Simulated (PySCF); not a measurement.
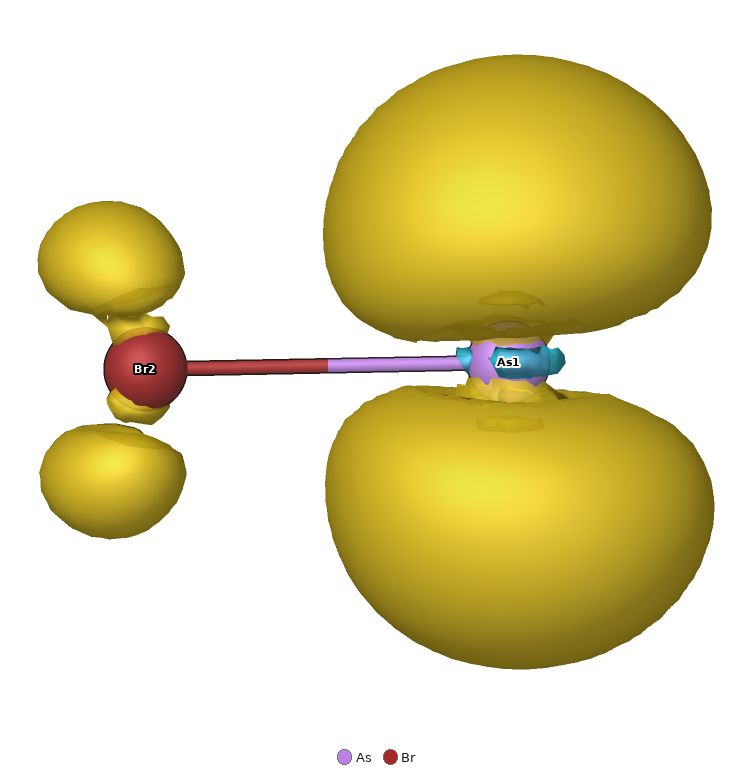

AsBr (charge −1, doublet). Isosurfaces of the spin density at +0.015 (yellow) and −0.015 e/Å³ (cyan), seen from one side.

Method: PBE0/def2-TZVPPD, non-relativistic Hamiltonian with scalar-relativistic core potentials where named, at a bond length of 2.446 Å (PySCF).

**Where is the unpaired spin?**

The unpaired spin (1 electron) lies mostly on As1 (about 0.9), in electrons by Hirshfeld's partition.
